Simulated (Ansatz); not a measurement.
# CoAgS2: relaxing a made-up structure, part 2 of 2

Starting from a made-up structure for CoAgS2, the aim is the relaxed cell, its shortest contacts and, where a second run follows, its electronic structure.

Ansatz 0.2.0; DFT, PBE, plane-wave PAW, files of the set soft_1, scalar-relativistic, ferromagnetic start, cell and ions relaxed at zero pressure; PAW set soft_1 (the session's first sound run).

So far: The starting structure; Relaxation of the guess. The relaxed cell has a, b, c = 3.347, 3.694, 6.239 Å (conventional setting).

## Step 3: Electronic structure of the relaxed cell

A second self-consistent run takes a narrower smearing and the mesh shown in its input; the bands follow along the standard path of the relaxed lattice.

This step: DFT, PBE, plane-wave PAW, files of the set soft_1, scalar-relativistic, ferromagnetic start, bands and density of states at the relaxed cell; PAW set soft_1 (Ansatz 0.2.0).

Contents of input.yaml:

```yaml
crystal:
  lattice:
    - [3.3473482448, 0.0, 0.0]
    - [0.0, 3.6940185826, 0.0]
    - [0.0, 0.0, 6.2388588182]
  atoms:
    - { symbol: Ag, position: [0.0, 0.0, 0.0] }
    - { symbol: Co, position: [0.5, 0.5, 0.5], spin: 0.8 }
    - { symbol: S, position: [0.0, 0.5, 0.7265217697] }
    - { symbol: S, position: [0.0, 0.5, 0.2734782303] }
magnetization:
  spin_polarized: true
kpoints:
  mp_grid: { grid: [10, 8, 6] }
  band_path:
    path:
      - [[0.0, 0.0, 0.0], [0.5, 0.0, 0.0], [0.5, 0.5, 0.0], [0.0, 0.5, 0.0], [0.0, 0.0, 0.0], [0.0, 0.0, 0.5], [0.5, 0.0, 0.5], [0.5, 0.5, 0.5], [0.0, 0.5, 0.5], [0.0, 0.0, 0.5]]
      - [[0.0, 0.5, 0.0], [0.0, 0.5, 0.5]]
      - [[0.5, 0.0, 0.5], [0.5, 0.0, 0.0]]
      - [[0.5, 0.5, 0.0], [0.5, 0.5, 0.5]]
    npoints: 6
scf:
  occupations: { method: fermi_dirac, width: 0.03 }
  n_extra_bands: 9
hamiltonian:
  xc: pbe
  pseudopotentials: { kind: paw, azcp: { folder: soft_1 } }
output:
  forces: true
  stress: true
  write_bands: true
  dos: { projected: true }
  write_density: true
  write_potential: true
  elf: true
  volumetric_format: npy
```

On the command line:

```console
> ansatz run input.yaml --threads 4 --pin off --max-ram 10240MiB --backend cpu --events-out ev --progress --plain --runs-dir out
```

Numbers of over 12 decimals in the logs are rounded to 6 here.

The program printed:

```text
[...]
Crystal: 4 atoms, lattice volume = 77.145 Å³
Basis set: ecut = 420 eV, 1527 PW (Γ), exchange–correlation on 48×50×90 points (8 copies of the dense FFT grid, shifted against one another)
Bands: 33, of which v1, the nominal top of the filled ones, is band 24 counted from 1 (23 counted from 0)
Symmetry: 8 space group operations
[...]
k-points: 120 of 480
[...]
Starting moments: Σ|m| = 0.8 μB on 1 of 4 sites
[...]
SCF iter   1: F=—  HF=-14520.706653 eV  |F-HF|=—  |Δ(HF+E_count)|=         —  Δρ=3.78e-2 (↑3.78e-2 ↓3.57e-2)  dr2=6.72e0  dr2_m=3.55e-2  M=0.695 μB ∫|m|=0.830 μB  β_m=0.30  ethr=3.10e-3  ⟨swp⟩=7.0  Hψ=38346  notcnv=0
[...]
SCF iter  15: F=-14521.216436 eV  HF=-14521.216436 eV  |F-HF|=1.01e-9  |Δ(HF+E_count)|=   3.24e-9  Δρ=8.98e-7 (↑4.15e-7 ↓8.98e-7)  dr2=1.43e-9  dr2_m=7.96e-11  M=0.789 μB ∫|m|=0.912 μB  ethr=2.16e-11  ⟨swp⟩=13.5  Hψ=55902  notcnv=0
SCF 1 converged in 15 iterations: F = -14521.216436 eV  dr2 = 1.43e-9
[...]
NSCF: frozen V_eff on 76 k-points
SCF converged after 15 iterations
Magnetization: 0.7894 μB (24.3947 up, 23.6053 down)
Absolute magnetization: 0.9126 μB (∫|ρ↑−ρ↓|, with the PAW one-centre terms)
[...]
Per-site moments (μB) at R_I (Å): [(-0.00103447, 1.037217), (0.765514, 0.903594), (-0.00658012, 0.903594), (-0.00658012, 0.903594)]
Free energy (F): -14521.216436 eV
[...]
Internal energy: -14521.207761 eV  (E = F + TS)
E sigma→0 (E₀):  -14521.212098 eV
Entropy (-TS):   -0.008675 eV (-2.169 meV/atom)
Fermi energy:    8.957683 eV
[...]
--- Forces (eV/Å), atoms counted from 1 ---
  atom   1  Ag    -0.00000000     0.00000000     0.00000000
  atom   2  Co     0.00000000     0.00000000     0.00000000
  atom   3  S      0.00000000     0.00000000    -0.02011290
  atom   4  S      0.00000000     0.00000000     0.02011290
  max |Σ_I F_I| component: 1.25e-29 eV/Å
--- Stress (GPa, compression-positive) ---
       -0.160534       0.000000       0.000000
        0.000000      -0.143415       0.000000
        0.000000       0.000000      -0.053649
  P = ⅓ Tr σ = -0.1192 GPa (-1.192 kbar)
--- Band table (eV; the first three rows and the last of 240) ---
  k-point 0 ↑: bands = [... 20 lower, 7.2540, 7.5642, 7.7987, 8.2054, 10.2477, 11.4661, 11.5389, 14.3956, ... 5 higher]
  k-point 1 ↑: bands = [... 20 lower, 7.3723, 7.4394, 7.7983, 8.0185, 9.9811, 11.3129, 11.9045, 14.1666, ... 5 higher]
  k-point 2 ↑: bands = [... 20 lower, 7.5507, 7.7974, 7.8885, 7.8973, 9.3778, 11.0092, 12.5361, 13.7688, ... 5 higher]
  k-point 119 ↓: bands = [... 20 lower, 7.8637, 8.0207, 8.2136, 9.0593, 9.4894, 10.7318, 11.7579, 11.9238, ... 5 higher]
```

Wall time 5.6 s (4 threads of AMD EPYC 9B45 (Zen 5), shared host); peak memory 0.74 GiB; 21 s of CPU time.

This step gave:

```
free energy             : -14521.2164 eV
energy at zero smearing : -14521.2121 eV
smearing term TS        : 0.008675 eV
Fermi energy            : 8.958 eV
magnetization           : 0.7894 μB
absolute magnetization  : 0.9126 μB
site moments            : -0.001034, 0.7655, -0.006580, -0.006580 μB
pressure                : -0.1192 GPa
```

From bands.tsv, the bands that come nearest the Fermi level along the path, at its corners, in eV from the Fermi level:

```tsv
point	band_22_up	band_23_up	band_24_up	band_25_up	band_21_dn	band_22_dn	band_23_dn	band_24_dn
Γ	-1.16	-0.75	1.29	2.51	-0.77	-0.69	-0.43	1.54
X	-1.21	0.02	0.69	1.84	-0.59	-0.36	0.51	0.70
S	-1.32	-0.69	-0.65	1.40	-0.79	-0.74	-0.21	0.54
Y	-0.70	-0.44	0.97	1.26	-0.57	0.13	0.38	0.95
Γ	-1.16	-0.75	1.29	2.51	-0.77	-0.69	-0.43	1.54
Z	-1.09	-0.66	-0.06	1.90	-0.65	-0.62	-0.44	0.42
U	-1.28	-1.20	1.30	1.35	-0.76	-0.58	-0.32	1.62
R	-1.09	-0.67	-0.48	1.33	-0.94	-0.74	0.10	0.53
T	-1.10	-0.93	0.12	2.46	-0.56	-0.37	-0.08	0.66
Z	-1.09	-0.66	-0.06	1.90	-0.65	-0.62	-0.44	0.42
Y	-0.70	-0.44	0.97	1.26	-0.57	0.13	0.38	0.95
T	-1.10	-0.93	0.12	2.46	-0.56	-0.37	-0.08	0.66
U	-1.28	-1.20	1.30	1.35	-0.76	-0.58	-0.32	1.62
X	-1.21	0.02	0.69	1.84	-0.59	-0.36	0.51	0.70
S	-1.32	-0.69	-0.65	1.40	-0.79	-0.74	-0.21	0.54
R	-1.09	-0.67	-0.48	1.33	-0.94	-0.74	0.10	0.53
```

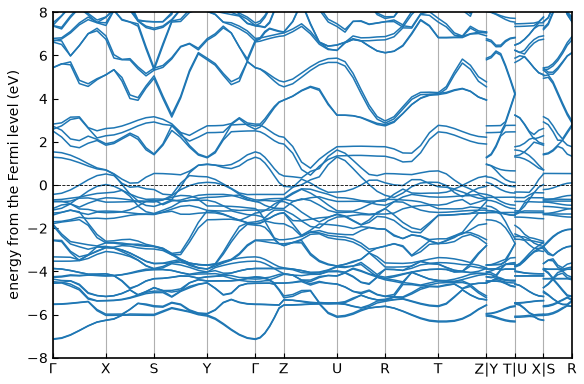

Bands along the path. 20 bands lie wholly below the window drawn.

Site moment by atom:

| atom | site moment (μB) |
| --- | --- |
| Ag1 | -0.001 |
| Co2 | 0.766 |
| S3 | -0.007 |
| S4 | -0.007 |

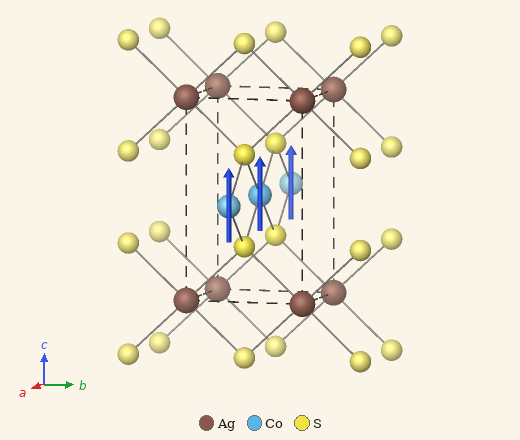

Site moment as arrows, the longest 0.766 μB. Up and down stand for the sign. Arrows give size and sign along the axis of quantisation, drawn up and down the page. Some periodic images of atoms are drawn too.

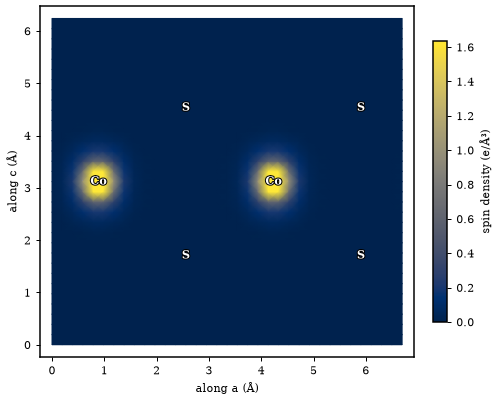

Spin density in the ac plane at fractional y = 0.500, with atoms of Co and S within 0.2 Å of it. The map starts off the cell's origin, so that atoms lie inside it.

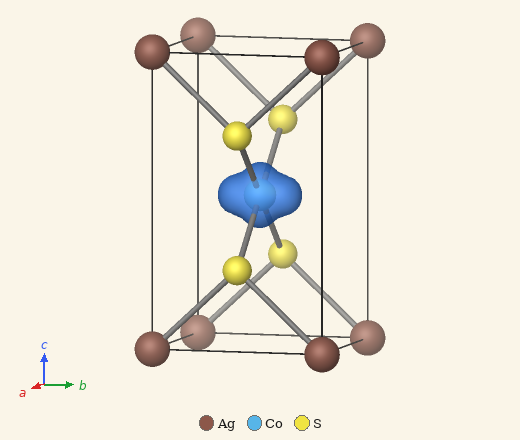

Surface of spin density = 0.12 e/Å³, which holds about 70 % of the integral of its size.

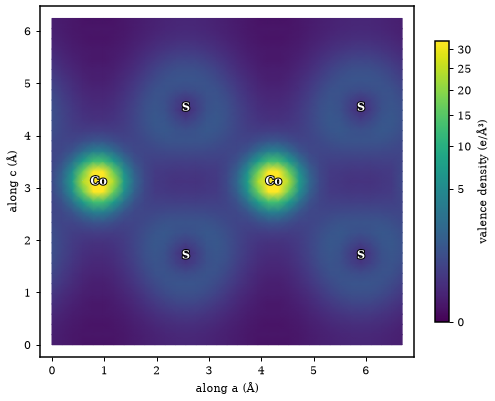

Valence density in the ac plane at fractional y = 0.500, with atoms of Co and S within 0.2 Å of it. It is the smooth field of the valence electrons, not physical close to the nuclei. The map starts off the cell's origin, so that atoms lie inside it. The colour scale is stretched toward low values.

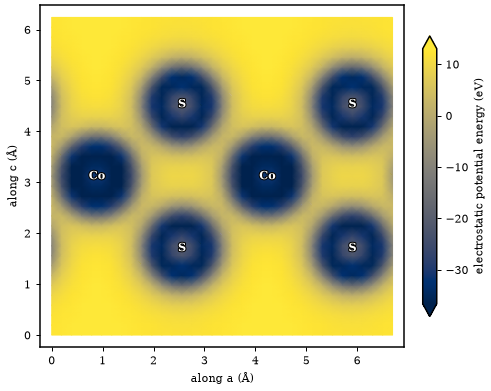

Electrostatic potential energy in the ac plane at fractional y = 0.500, with atoms of Co and S within 0.2 Å of it. With pseudopotentials it is smooth inside the atoms' cores, unlike the true potential. The map starts off the cell's origin, so that atoms lie inside it.

## Step 4: Outcome

| Quantity | Value |
| --- | --- |
| space group, relaxed | Pmmm |
| conventional cell | a = 3.347, b = 3.694, c = 6.239 Å; α = 90.0°, β = 90.0°, γ = 90.0° |
| volume per atom | 19.29 Å³ (guess 20.54) |
| total moment | 0.80 μB in the cell of 4 atoms |

What this shows: CoAgS2 relaxes to Pmmm with a = 3.347, b = 3.694 and c = 6.239 Å. The guessed volume was 7 % too large. The space group Pmmm was held in the relaxation, so the end point is a stationary structure within it and may be a saddle against distortions or other arrangements. The input starts from parallel moments, and no other start was typed. Bands cross the Fermi level, so it is a metal or semimetal at this level. On the 10×8×6 mesh with the narrower smearing (relaxed on 8×7×5) the largest force component is 0.020 eV/Å and the largest stress component is 0.161 GPa, against the relaxation's thresholds of 0.015 eV/Å and 0.05 GPa. The cutoff wasn't tested. No dispersion term is used, so weakly bound directions may come out too long. Nothing here tests whether the compound is stable against decomposition.

[Logs are printed without paths, hosts, clocks, repeated set-up lines and the standing remarks that a program may print on its own settings, such as how far it seeks lower states.]

[Hosts, paths, dates, database ids (printed as entryN), source tags and the programs' standing remarks are cut or masked in the printed files.]
